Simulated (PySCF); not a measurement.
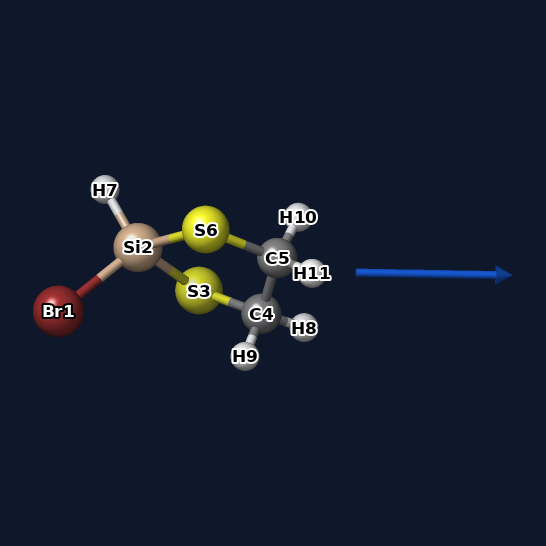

The arrow beside the molecule shows the direction of the dipole moment, from the negative to the positive end (its length means nothing). The computed structure is the end point of a PBE0-D3(BJ)/def2-SVP optimisation. No frequency run is at hand to confirm it as a minimum. Properties computed with ωB97X-D/def2-SVPD in acetone (IEF-PCM) (PySCF 2.14.0).

Q: How large is the dipole moment?

A: 3.77 D; it points from the side of Br1 to the side of H8, H11 (the outermost atoms at the two ends).
